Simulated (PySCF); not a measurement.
# CH7ClOSi2 (SMILES CO[SiH]([SiH3])Cl) at 6 levels

We compute a comparison of 6 runs (HF/def2-SVP, B2PLYP/6-31G, M06-2X/6-31G, B3LYP/6-31G*, BP86/6-311G**) of CH7ClOSi2. 

The calculation is run with PySCF 2.14.0.

## Step 1: The molecule

CH7ClOSi2 has 12 atoms, charge 0, and is taken as a singlet. As SMILES, `CO[SiH]([SiH3])Cl`. Geometry: relaxed at PBE0-D4/def2-TZVP. This is one conformer, not always the lowest.

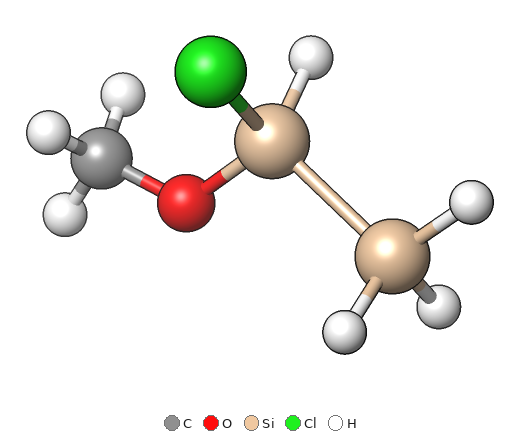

Viewed from a chosen angle; carbon grey, oxygen red, silicon light orange, chlorine green, hydrogen white.

## Step 2: Energy and forces at HF/def2-SVP (run 1)

calc.py

```python
from pyscf import gto, scf

molecule = gto.M(
    atom=[
    ('C', (0.963900, 1.859000, 0.935600)),
    ('O', (0.554300, 0.879500, 0.002700)),
    ('Si', (-0.281200, -0.466200, 0.395800)),
    ('Si', (-0.615300, -1.686200, -1.565800)),
    ('Cl', (-2.123400, 0.036800, 1.193800)),
    ('H', (0.105600, 2.430500, 1.300800)),
    ('H', (1.653300, 2.537600, 0.432100)),
    ('H', (1.476900, 1.405400, 1.791100)),
    ('H', (0.416100, -1.200500, 1.486300)),
    ('H', (-1.378200, -0.862000, -2.538100)),
    ('H', (-1.387700, -2.914700, -1.243000)),
    ('H', (0.692600, -2.074300, -2.157300)),
],
    basis='def2-svp',
    verbose=3,
    max_memory=1860,
)

mf = scf.RHF(molecule)
mf.conv_tol = 1e-10
mf.kernel()
if not mf.converged:
    mf = mf.newton().run(mf.mo_coeff, mf.mo_occ)

e_tot = mf.e_tot
print('Final energy', e_tot)
grad = mf.nuc_grad_method().kernel()
mf.analyze()
```

Command:

```console
$ OMP_NUM_THREADS=1 python calc.py
```

Standard output:

```text
converged SCF energy = -1153.83364373423
[... 14 lines left out ...]
MO #5   energy= -11.297606305462   occ= 2
[... 13 lines left out ...]
MO #19  energy= -1.08830271699379  occ= 2
[... 13 lines left out ...]
MO #33  energy= -0.400878533980821 occ= 2
[... 13 lines left out ...]
MO #47  energy= 0.453362286282611  occ= 0
[... 13 lines left out ...]
MO #61  energy= 0.767639163564717  occ= 0
[... 13 lines left out ...]
MO #75  energy= 1.1506205352178    occ= 0
[... 13 lines left out ...]
MO #89  energy= 1.75724868147101   occ= 0
[... 13 lines left out ...]
MO #103 energy= 2.26461940205826   occ= 0
[... 13 lines left out ...]
MO #117 energy= 3.72379836928144   occ= 0
[... 13 lines left out ...]
Dipole moment(X, Y, Z, Debye):  1.58724,  0.33636,  0.47908
```

Run time: 15 s. Hardware: 1 thread of Intel Xeon at 2.70GHz, shared host; peak memory 0.3 GiB.

## Step 3: A single-point energy at B2PLYP/6-31G (run 2)

input.py

```python
# CO[SiH]([SiH3])Cl
from pyscf import gto, dft, mp

mol = gto.M(
    atom='''
C      1.821507     3.513001     1.768028
O      1.047475     1.662014     0.005102
Si    -0.531391    -0.880990     0.747954
Si    -1.162748    -3.186456    -2.958933
Cl    -4.012644     0.069542     2.255955
H      0.199555     4.592979     2.458156
H      3.124284     4.795369     0.816551
H      2.790937     2.655821     3.384688
H      0.786315    -2.268616     2.808700
H     -2.604421    -1.628944    -4.796314
H     -2.622373    -5.507985    -2.348930
H      1.308824    -3.919859    -4.076706
''',
    verbose=4,
    charge=0,
    max_memory=1860,
    basis='6-31g',
    unit='bohr',
)

mf = dft.RKS(mol)
mf.xc = '0.53*HF + 0.47*B88, 0.73*LYP'
mf.conv_tol = 1e-10
mf.grids.level = 5
mf.kernel()
if not mf.converged:
    mf = mf.newton().run(mf.mo_coeff, mf.mo_occ)

pt = mp.MP2(mf, frozen=17).run()
e_tot = mf.e_tot + 0.27 * pt.e_corr
print('PT2 part  %.8f' % (0.27 * pt.e_corr))
print(f'total energy: {e_tot:.8f} hartree')
dip = mf.dip_moment()
pop, q = mf.mulliken_pop()
```

Command:

```console
$ OMP_NUM_THREADS=1 python input.py
```

Standard output:

```text
PySCF version 2.14.0

[... 82 lines left out ...]
converged SCF energy = -1155.84829471572
[... 9 lines left out ...]
total energy: -1155.96972308 hartree
Dipole moment(X, Y, Z, Debye):  2.16706, -0.30869,  0.27887
[... 84 lines left out ...]
charge of   11H =     -0.11799
```

It took 26 s on 1 thread of Intel Xeon at 2.70GHz, shared host; peak memory 0.39 GiB.

Runs 3 to 5 aren't shown in full; the table further down has their settings and results.

## Step 4: Energy and gradient at BP86/6-311G(d,p) (run 6)

job.py

```python
from pyscf import gto, dft

system = gto.M(
    atom=[
    ('C', (0.963900, 1.859000, 0.935600)),
    ('O', (0.554300, 0.879500, 0.002700)),
    ('Si', (-0.281200, -0.466200, 0.395800)),
    ('Si', (-0.615300, -1.686200, -1.565800)),
    ('Cl', (-2.123400, 0.036800, 1.193800)),
    ('H', (0.105600, 2.430500, 1.300800)),
    ('H', (1.653300, 2.537600, 0.432100)),
    ('H', (1.476900, 1.405400, 1.791100)),
    ('H', (0.416100, -1.200500, 1.486300)),
    ('H', (-1.378200, -0.862000, -2.538100)),
    ('H', (-1.387700, -2.914700, -1.243000)),
    ('H', (0.692600, -2.074300, -2.157300)),
],
    verbose=3,
    basis='6-311g**',
    max_memory=1860,
)

ks = dft.RKS(system)
ks.xc = 'bp86'
ks.conv_tol = 1e-10
ks.grids.level = 5
ks.kernel()
if not ks.converged:
    ks = ks.newton().run(ks.mo_coeff, ks.mo_occ)

energy = ks.e_tot
print('E = %.10f Eh' % energy)
grad = ks.nuc_grad_method().kernel()
ks.analyze()
```

Command:

```console
$ OMP_NUM_THREADS=1 python job.py
```

Standard output:

```text
converged SCF energy = -1156.95064536299
[... 13 lines left out ...]
MO #4   energy= -18.7805229343151  occ= 2
[... 18 lines left out ...]
MO #23  energy= -0.425909166792461 occ= 2
[... 18 lines left out ...]
MO #42  energy= 0.0877971086725347 occ= 0
[... 18 lines left out ...]
MO #61  energy= 0.422983017365738  occ= 0
[... 18 lines left out ...]
MO #80  energy= 0.842265802069064  occ= 0
[... 18 lines left out ...]
MO #99  energy= 1.40351773042638   occ= 0
[... 18 lines left out ...]
MO #118 energy= 2.21525550931847   occ= 0
[... 18 lines left out ...]
MO #137 energy= 4.77019133601466   occ= 0
[... 18 lines left out ...]
MO #156 energy= 214.632060249422   occ= 0
[... 13 lines left out ...]
Dipole moment(X, Y, Z, Debye):  1.68618,  0.26517,  0.14776
```

Run time: 1.9 min. Hardware: 1 thread of Intel Xeon at 2.70GHz, shared host; peak memory 1.9 GiB.

## Step 5: All runs side by side

| run | level | task | frozen core orbitals | energy (Eh) | dipole moment (D) | HOMO energy (eV) | LUMO energy (eV) | wall time |
| --- | --- | --- | --- | --- | --- | --- | --- | --- |
| 1 | HF/def2-SVP | gradient | – | -1153.833644 | 1.69 | -10.91 | 3.62 | 15 s |
| 2 | B2PLYP/6-31G | energy | 17 | -1155.969723 | 2.21 | -9.27 | 1.32 | 26 s |
| 3 | M06-2X/6-31G | gradient | – | -1156.478007 | 2.17 | -9.32 | 0.79 | 68 s |
| 4 | B3LYP/6-31G* (spherical functions) | gradient | – | -1156.792264 | 1.74 | -7.80 | 0.02 | 72 s |
| 5 | B3LYP/6-31G* (Cartesian functions) | gradient | – | -1156.800792 | 1.73 | -7.80 | 0.00 | 84 s |
| 6 | BP86/6-311G** | gradient | – | -1156.950645 | 1.71 | -7.04 | -1.00 | 1.9 min |

## Step 6: Outcome

```
                       quantity           value
            run 6: total energy  -1156.95065 Eh
           run 6: dipole moment          1.71 D
             run 6: HOMO energy        -7.04 eV
             run 6: LUMO energy        -1.00 eV
           run 6: HOMO–LUMO gap         6.05 eV
run 6: largest force on an atom      0.772 eV/Å
```

The dipole moment (its size) runs from 1.69 D (HF/def2-SVP) to 2.21 D (B2PLYP/6-31G). The two ends differ in method and basis. A double hybrid's value is that of its SCF part. The HOMO–LUMO gap runs from 6.05 eV (BP86/6-311G**) to 14.53 eV (HF/def2-SVP). Totals of different functionals can't be ranked against each other. All runs together took 6.3 min, the longest 1.9 min.
